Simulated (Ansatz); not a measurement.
## Electronic structure of C2H2FSi (SMILES C#[Si][CH-]F) (charge −1) in real space

The calculation's input:

```
crystal:
  periodic: [false, false, false]
  atoms:
    - { symbol: C, position_ang: [-1.13322, 0.99528, -1.49825] }
    - { symbol: Si, position_ang: [-0.16319, 0.27497, -0.28672] }
    - { symbol: C, position_ang: [0.83135, -0.63433, 0.91953] }
    - { symbol: F, position_ang: [1.24154, 0.12956, 2.10963] }
    - { symbol: H, position_ang: [-1.06209, 2.08668, -1.65463] }
    - { symbol: H, position_ang: [1.77822, -1.06109, 0.52996] }
total_charge: -1
basis:
  gaussian: { orbitals: def2-mTZVP }
hamiltonian:
  xc: b3lyp
relax:
  f_tol: 0.015
  max_steps: 40
output:
  orbitals: {}
```

Run with:

```sh
ansatz run input.yaml --threads 1 --pin off --max-ram 2048MiB --backend cpu --events-out ev --progress --plain --runs-dir out
```

The fields are those of the relaxed geometry.

Theory: Ansatz 0.2.0, RKS B3LYP/def2-mTZVP.

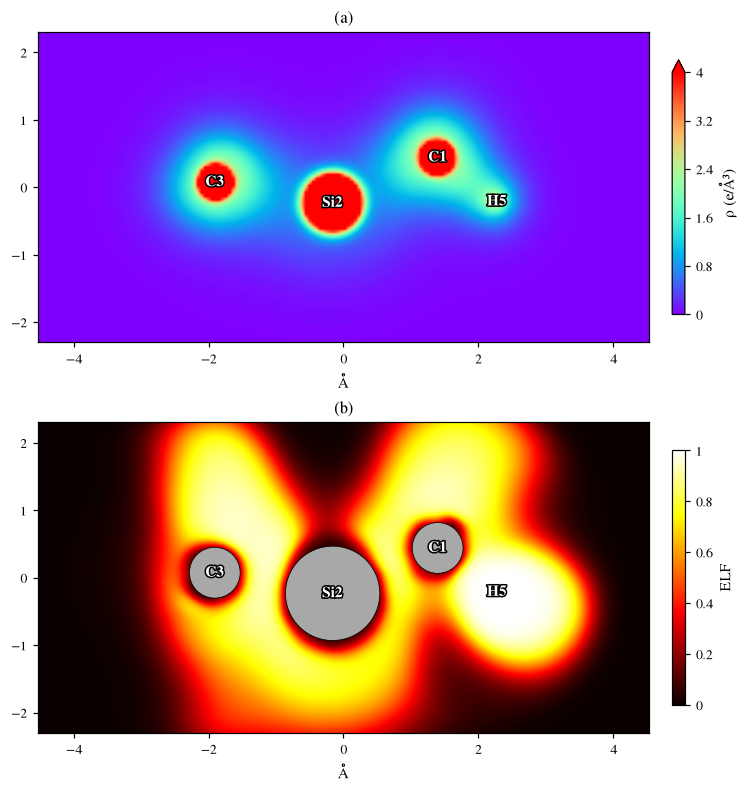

Figure 1. (a) electron density; (b) ELF on the plane of atoms Si2, C1 and H5. Grey discs cover the atomic cores in the ELF map.

**What does the map show?**

- Atoms in the plane: C, Si and H.
- C–Si (1.70 Å): the density is about 1.1 e/Å³ at the midpoint; the ELF peaks at about 0.85 between the atoms (localised, covalent bonding).
- C–H (1.10 Å): ρ is about 1.9 e/Å³ halfway; the ELF climbs to about 1 towards the hydrogen, as it does in any bond to H: a covalent bond by its length.
- C–Si (1.77 Å): the density is about 1 e/Å³ at the midpoint; the ELF peaks at about 0.90 between the atoms, as expected for localised, covalent bonding.
- The ELF also peaks beside C1, away from the bonds: lone-pair regions.

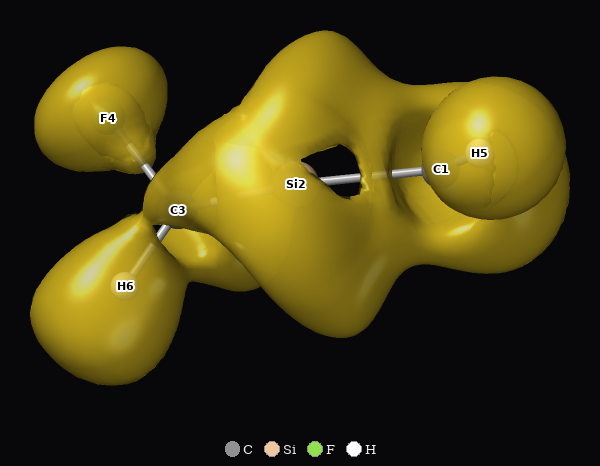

Figure 2. Isosurface of the electron localisation function at 0.75 (yellow), seen at a tilt. Only the valence region is drawn (cores and ρ < 0.01 e/Å³ removed).

**Where are the electrons localised?**

At this value the surface marks out one region on F in which the atom's valence shell and bonds are merged and one joined region spread over several atoms (C, H, Si), in which their bonds and any lone pairs are merged. Along the contacts the grid gives the following. C–F (1.42 Å): the ELF peaks at about 0.85 between the atoms; a polar covalent bond.

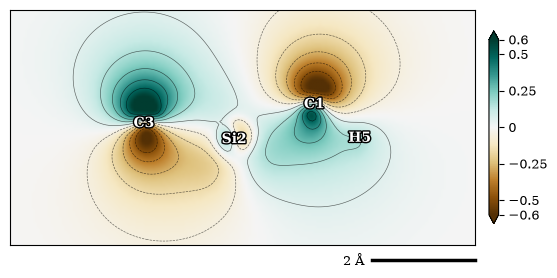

Figure 3. The HOMO on the plane of atoms C1, Si2 and C3 (values in Å⁻³ᐟ²; the overall sign is arbitrary).

**What is the character of this orbital?**

Its weight (Hirshfeld) is mainly on C3 (about 35 %), C1 (about 35 %), Si2 (about 15 %) and F4 (about 10 %). Its energy is −0.03 eV.
